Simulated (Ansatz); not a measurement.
**AlBH2OF2 (SMILES O[B](F)[AlH][F]): the energy, rung by rung**

AlBH2OF2 has 7 atoms, charge 0, and is taken as a singlet. SMILES: `O[B](F)[AlH][F]`. Geometry: optimised at r2SCAN/def2-SVP. This is one conformer, not always the lowest.

```xyz
7

O     0.4566   -0.1579    1.7619
B     0.5177   -0.6868    0.5170
F     1.1818   -1.8408    0.4127
Al   -0.4038    0.2906   -1.1569
F    -1.1502    1.7139   -0.6693
H    -0.0333    0.6749    1.7866
H    -0.5076   -0.0621   -2.6977
```

Each level gives the dissociation energy of the F5–Al4 bond into doublet F and doublet AlBH2OF (shapes relaxed at r2SCAN/def2-SVP, no zero-point term) (eV). The values are calculated.

```tsv
level	kind	program	value (eV)	less CCSD(T)/def2-SVP	CPU time (all runs)
SVWN5/def2-SVP	LDA	Ansatz	7.71	+1.16	2.2 s
PBE/def2-SVP	GGA	Ansatz	6.88	+0.33	4.1 s
r2SCAN/def2-SVP	meta-GGA	Ansatz	6.74	+0.19	9.9 s
B3LYP/def2-SVP	global hybrid	Ansatz	6.77	+0.22	5.6 s
CAM-B3LYP/def2-SVP	range-separated hybrid	Ansatz	6.91	+0.36	7.4 s
RPA@PBE/def2-SVP	RPA	Ansatz	6.04	-0.51	7 s
MP2/def2-SVP	perturbation theory	Ansatz	6.87	+0.32	1.7 s
CCSD(T)/def2-SVP	coupled cluster or CI	Ansatz	6.55	0.00	16 s
```

CCSD(T)/def2-SVP is the highest level here, not the true value. Correlated wave functions underbind in double-zeta sets. The values span 6.04 to 7.71 eV. Measured bond enthalpies also hold zero-point and thermal terms, a few tenths of an eV less. In so small a basis fixed costs decide the times, and correlated methods can beat functionals. Times are those of the runs behind each value, whatever else they computed, on shared processors of several kinds: orders of magnitude only.

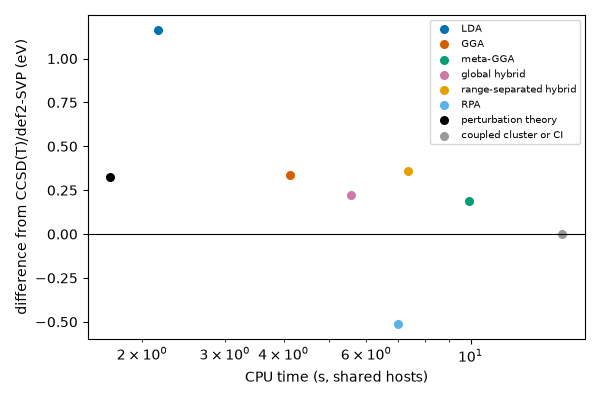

Difference from CCSD(T)/def2-SVP against processor time, one point a level.
